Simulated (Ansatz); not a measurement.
## Response to strain in hypothetical P-3m1 Be3As2

Consider Be3As2 (space group P-3m1, No. 164; a = 3.5989 Å, c = 5.9602 Å; a hypothetical phase, not in the database extracts checked). Axes: x lies along a and z along c of the hexagonal cell.

Strains are applied to the cell and any free atomic positions relax; under biaxial strain the out-of-plane vector relaxes too.

Calculations: Kohn–Sham DFT with the PBEsol functional, run in Ansatz (a quantum-chemistry and plane-wave program) with PAW and 420 eV plane waves, scalar-relativistic without spin-orbit coupling.

Notes on the quantities. pressure: mean of the normal stresses, compression positive.

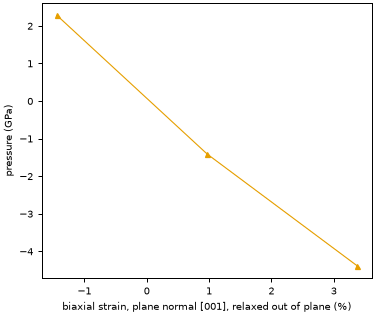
Figure. Pressure against biaxial strain, plane normal [001], relaxed out of plane

Task: From the plot, what is the pressure for biaxial strain +0.97 %, plane normal [001], relaxed out of plane?

Result: About -1.4 GPa.

Task: Is the trend monotonic over the range shown?

Result: Yes, it falls throughout, spanning -4.4 GPa to 2.3 GPa.

Without a gap, meshes like the base's 15×15×8 leave anisotropic stresses uncertain by several tenths of a GPa, and small strain energies with them. No phonon test of stability was made. All final runs are without spin polarisation.
